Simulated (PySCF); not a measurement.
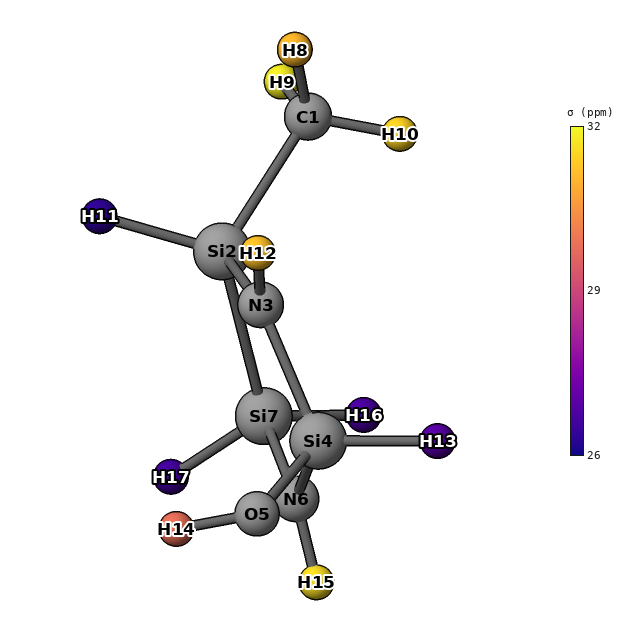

Atoms are coloured by their isotropic NMR shieldings (H only, the others grey). The geometry was computed by an optimisation with GFN2-xTB. No frequency run is at hand to confirm it as a minimum. Properties computed with GIAO PBE0/pcSseg-1 NMR shielding, non-relativistic, gas phase (PySCF 2.14.0).

Give the isotropic NMR shieldings of the H atoms atom by atom.

```json
{"atom": "H8", "σ (ppm)": "31.04"}
{"atom": "H9", "σ (ppm)": "31.83"}
{"atom": "H10", "σ (ppm)": "31.45"}
{"atom": "H11", "σ (ppm)": "26.36"}
{"atom": "H12", "σ (ppm)": "31.21"}
{"atom": "H13", "σ (ppm)": "26.94"}
{"atom": "H14", "σ (ppm)": "29.84"}
{"atom": "H15", "σ (ppm)": "31.61"}
{"atom": "H16", "σ (ppm)": "26.76"}
{"atom": "H17", "σ (ppm)": "26.64"}
```

The geometry is semi-empirical. Around Si such bond lengths and angles can be off by a tenth of an ångström or more and by several degrees, and values that hang on the shape move with them.
